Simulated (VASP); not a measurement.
Data:

```xyz
3
Lattice="1.7784 -3.0804 0.0000 1.7784 3.0804 0.0000 0.0000 0.0000 5.1219" Properties=species:S:1:pos:R:3 pbc="T T T"
Pt     0.0000     0.0000     0.0000
S      1.7784     1.0268     1.2235
S      1.7784    -1.0268     3.8984
```

The numbers are results of r2SCAN+rVV10, VASP's PBE PAW potentials (set 64) (plane waves; VASP), not measurements. Run with 520 eV cut-off, 8×8×5 Γ-centred mesh, tetrahedra with Blöchl corrections, potentials Pt S.

Unless said otherwise, spin-orbit coupling is left out, though it shifts the bands of the heavy elements here.

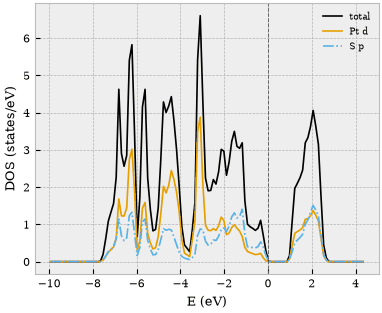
Figure. Total and projected density of states, zero at the valence-band maximum

Within 2 eV below the valence-band maximum the largest weight inside VASP's projection spheres is S p, then Pt d.

The gap is indirect, 0.93 eV, from the valence maximum at Γ to the conduction minimum at (0.00, 0.25, 0.40).

The compound is PtS2 in the 1T layered structure. It was relaxed first.
